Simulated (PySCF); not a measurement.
# C5H8AlN: magnetic properties

Wanted: magnetic properties for C5H8AlN (`C#CCC#[N+][AlH2-][CH3]`).

Computed with PySCF 2.14.0 and routines of our own; the level stands in each step. Atoms count from 0.

## (1) The starting structure

15 atoms, charge 0, multiplicity 1; geometry from: GFN2-xTB.

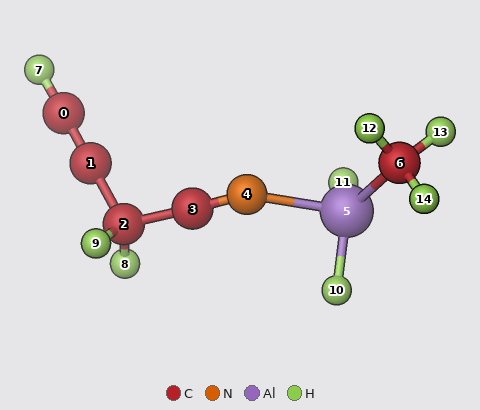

The starting geometry (carbon red, nitrogen orange, aluminium purple, hydrogen green); sticks join atoms by distance alone.

## (2) Magnetic properties: GIAO BHandHLYP/pcSseg-1

Job settings and geometry (Å):

```
{"job": {"kind": "mag", "xc": "BHandHLYP", "basis": "pcSseg-1", "isotopologues": 2}, "charge": 0, "multiplicity": 1}
C      3.850605     0.316709     1.101581
C      3.139553    -0.155871     0.265173
C      2.266494    -0.729608    -0.748785
C      0.913357    -0.310843    -0.523228
N     -0.156415     0.051794    -0.327743
Al    -2.041835    -0.483662     0.117823
C     -3.221595     1.116270    -0.055227
H      4.487771     0.720255     1.830844
H      2.306274    -1.823704    -0.698612
H      2.585023    -0.406563    -1.746533
H     -2.042206    -1.587108    -1.005959
H     -1.627517    -1.044250     1.524139
H     -2.697750     2.070066    -0.195688
H     -3.857150     1.251966     0.829242
H     -3.909023     1.022539    -0.905905
```

With the program's defaults for keys left out, this is: GIAO BHandHLYP/pcSseg-1 magnetisability, rotational g tensor and spin-rotation constants, non-relativistic, gas phase.

The run is started by

```console
> OMP_NUM_THREADS=1 python excited_run.py task.json out
```

The driver reads the jobs from task.json and runs them one after another.

The program printed:

```text
coarse grid: 13080 points
cycle   1  E = -492.0984501030  dE =  8.393e-01  |g| = 5.912e-01  |ddm| = 3.521e+00
cycle   2  E = -492.0247097734  dE =  7.374e-02  |g| = 8.867e-01  |ddm| = 1.046e+00
cycle   3  E = -492.1946233595  dE = -1.699e-01  |g| = 1.324e-01  |ddm| = 5.460e-01
cycle   4  E = -492.1981512949  dE = -3.528e-03  |g| = 5.074e-02  |ddm| = 1.155e-01
cycle   5  E = -492.1987590017  dE = -6.077e-04  |g| = 8.233e-03  |ddm| = 4.606e-02
cycle   6  E = -492.1987711191  dE = -1.212e-05  |g| = 4.627e-03  |ddm| = 9.101e-03
cycle   7  E = -492.1987761675  dE = -5.048e-06  |g| = 1.218e-03  |ddm| = 3.482e-03
final grid: 121904 points
cycle   8  E = -492.2345809513  dE = -1.225e-05  |g| = 3.211e-03  |ddm| = 1.421e-02
cycle   9  E = -492.2345808774  dE =  7.389e-08  |g| = 3.377e-03  |ddm| = 4.479e-03
cycle  10  E = -492.2345834189  dE = -2.541e-06  |g| = 6.884e-04  |ddm| = 2.203e-03
cycle  11  E = -492.2345835148  dE = -9.593e-08  |g| = 1.852e-04  |ddm| = 4.553e-04
cycle  12  E = -492.2345835204  dE = -5.527e-09  |g| = 8.107e-05  |ddm| = 1.532e-04
cycle  13  E = -492.2345835219  dE = -1.551e-09  |g| = 2.573e-05  |ddm| = 6.338e-05
cycle  14  E = -492.2345835221  dE = -1.572e-10  |g| = 4.644e-06  |ddm| = 1.792e-05
converged SCF energy = -492.2345835221

Magnetisability tensor (1e-30 J/T^2)
    -1361.20       -2.98      -17.49
       -2.98    -1179.24      -35.53
      -17.49      -35.53    -1207.99
isotropic -1249.48   principal values   -1363.45  -1229.96  -1155.02
isotropic susceptibility -75.245 1e-6 cm^3/mol

Inertial axes            a          b          c
rot. const./GHz      6.3939     0.7148     0.6859
chi total           -81.977    -73.904    -69.854
chi diamagnetic    -311.261  -1767.249  -1842.185
chi paramagnetic    229.283   1693.345   1772.331
quadrupole/D A        2.622      2.051     -4.673
g nuclear            0.6598     0.5628     0.5655
g electronic        -0.6887    -0.5686    -0.5711
g total             -0.0289    -0.0058    -0.0056

Spin-rotation constants (kHz, H = +C I.J)
atom  isotope        aa         bb         cc
  4    14N        0.229      0.129      0.135
  5   27Al        3.729      0.409      0.388
  7     1H       -0.442     -0.030     -0.076
  8     1H       -0.693     -0.027     -0.032
  9     1H       -0.662     -0.066      0.000
 10     1H       -0.429      0.020     -0.052
 11     1H       -0.387     -0.047      0.008
 12     1H       -0.585     -0.053     -0.040
 13     1H       -0.464     -0.048     -0.055
 14     1H       -0.345     -0.057     -0.058
  0    13C*       1.438      0.118      0.223
  1    13C*       1.355      0.095      0.221
  2    13C*       0.755      0.088      0.086
  3    13C*       0.389      0.297      0.314
  6    13C*       0.588      0.068      0.062
* in the singly substituted isotopologue

Isotopologues: g along a, b, c
2H    at 7,8,9,10,11,12    -0.0220    -0.0050    -0.0048
13C   at 0                 -0.0283    -0.0059    -0.0056
```

Run time: 24 s. Hardware: 1 thread of Arm Neoverse V1, shared host; peak memory 0.75 GiB.

Key values:

```csv
quantity,value
magnetisability,-1249·10⁻³⁰ J/T²
molar susceptibility,-75.2·10⁻⁶ cm³/mol
"rotational g (a, b, c)","-0.0289, -0.0058, -0.0056"
```

## (3) Magnetic properties: GIAO OPBE/6-311G**

The job, as its differences from that of step 2:

```diff
@@ -1,2 +1,2 @@
-{"job": {"kind": "mag", "xc": "BHandHLYP", "basis": "pcSseg-1", "isotopologues": 2}, "charge": 0, "multiplicity": 1}
+{"job": {"kind": "mag", "xc": "OPBE", "basis": "6-311G**"}, "charge": 0, "multiplicity": 1}
 C      3.850605     0.316709     1.101581
```

Level: GIAO OPBE/6-311G** magnetisability, rotational g tensor and spin-rotation constants, non-relativistic, gas phase.

The program printed:

```text
coarse grid: 13080 points
cycle   1  E = -492.2079911246  dE =  5.860e-01  |g| = 7.065e-01  |ddm| = 3.261e+00
cycle   2  E = -491.7027010622  dE =  5.053e-01  |g| = 1.581e+00  |ddm| = 1.736e+00
cycle   3  E = -492.2845125945  dE = -5.818e-01  |g| = 5.077e-01  |ddm| = 1.313e+00
cycle   4  E = -492.3426631671  dE = -5.815e-02  |g| = 1.245e-01  |ddm| = 3.643e-01
cycle   5  E = -492.3455041776  dE = -2.841e-03  |g| = 6.567e-02  |ddm| = 1.136e-01
cycle   6  E = -492.3462282538  dE = -7.241e-04  |g| = 3.595e-02  |ddm| = 5.449e-02
cycle   7  E = -492.3465618225  dE = -3.336e-04  |g| = 3.477e-03  |ddm| = 2.476e-02
cycle   8  E = -492.3465649165  dE = -3.094e-06  |g| = 1.005e-03  |ddm| = 4.528e-03
final grid: 121904 points
cycle   9  E = -492.3216886069  dE = -2.011e-04  |g| = 1.109e-02  |ddm| = 8.949e-02
cycle  10  E = -492.3216449869  dE =  4.362e-05  |g| = 1.693e-02  |ddm| = 1.669e-02
cycle  11  E = -492.3216840237  dE = -3.904e-05  |g| = 1.017e-02  |ddm| = 1.308e-02
cycle  12  E = -492.3217059468  dE = -2.192e-05  |g| = 1.666e-03  |ddm| = 5.861e-03
cycle  13  E = -492.3217065711  dE = -6.243e-07  |g| = 6.289e-04  |ddm| = 1.427e-03
cycle  14  E = -492.3217066605  dE = -8.942e-08  |g| = 2.088e-04  |ddm| = 4.748e-04
cycle  15  E = -492.3217066712  dE = -1.067e-08  |g| = 3.644e-05  |ddm| = 1.557e-04
cycle  16  E = -492.3217066715  dE = -3.406e-10  |g| = 8.659e-06  |ddm| = 3.694e-05
converged SCF energy = -492.3217066715

Magnetisability tensor (1e-30 J/T^2)
    -1328.72        1.32      -17.45
        1.32    -1143.32      -36.21
      -17.45      -36.21    -1170.09
isotropic -1214.04   principal values   -1330.66  -1193.96  -1117.51
isotropic susceptibility -73.111 1e-6 cm^3/mol

Inertial axes            a          b          c
rot. const./GHz      6.3939     0.7148     0.6859
chi total           -80.052    -71.724    -67.558
chi diamagnetic    -308.290  -1764.039  -1839.169
chi paramagnetic    228.238   1692.315   1771.611
quadrupole/D A        2.783      1.807     -4.589
g nuclear            0.6598     0.5628     0.5655
g electronic        -0.6856    -0.5683    -0.5709
g total             -0.0258    -0.0055    -0.0054

Spin-rotation constants (kHz, H = +C I.J)
atom  isotope        aa         bb         cc
  4    14N        0.229      0.119      0.124
  5   27Al        3.617      0.417      0.395
  7     1H       -0.441     -0.031     -0.077
  8     1H       -0.692     -0.025     -0.029
  9     1H       -0.659     -0.065      0.004
 10     1H       -0.417      0.021     -0.051
 11     1H       -0.377     -0.045      0.009
 12     1H       -0.586     -0.053     -0.039
 13     1H       -0.471     -0.048     -0.055
 14     1H       -0.350     -0.057     -0.058
  0    13C*       1.341      0.108      0.206
  1    13C*       1.281      0.092      0.204
  2    13C*       0.734      0.088      0.089
  3    13C*       0.479      0.269      0.282
  6    13C*       0.536      0.062      0.057
* in the singly substituted isotopologue
```

Run time: 38 s. Hardware: 1 thread of Arm Neoverse V1, shared host; peak memory 0.58 GiB.

From this job:

```csv
quantity,value
magnetisability,-1214·10⁻³⁰ J/T²
molar susceptibility,-73.1·10⁻⁶ cm³/mol
"rotational g (a, b, c)","-0.0258, -0.0055, -0.0054"
```

## (4) The levels compared

```csv
level,ξ (10⁻³⁰ J/T²),g(a),g(b),gap (eV),functions,time
GIAO BHandHLYP/pcSseg-1,-1249,-0.0289,-0.0058,8.19,166,24 s
GIAO OPBE/6-311G**,-1214,-0.0258,-0.0055,3.74,182,38 s
```

## (5) Results

```
                                                quantity                      value
       magnetisability (step 2, GIAO BHandHLYP/pcSseg-1)           -1249·10⁻³⁰ J/T²
  molar susceptibility (step 2, GIAO BHandHLYP/pcSseg-1)         -75.2·10⁻⁶ cm³/mol
rotational g (a, b, c) (step 2, GIAO BHandHLYP/pcSseg-1)  -0.0289, -0.0058, -0.0056
                         magnetisability over the levels  -1249 to -1214·10⁻³⁰ J/T²
```

In words: The geometry comes from tight binding, which is rough for metal atoms, and these values hang on it. The magnetisability spreads by 2.9 % over 2 levels, from GIAO BHandHLYP/pcSseg-1 (24 s) to GIAO OPBE/6-311G** (38 s); the runs took 24 s to 38 s. Two levels can agree by chance, so this spread shows no convergence. Vibrational averaging and real surroundings are missing from these values.
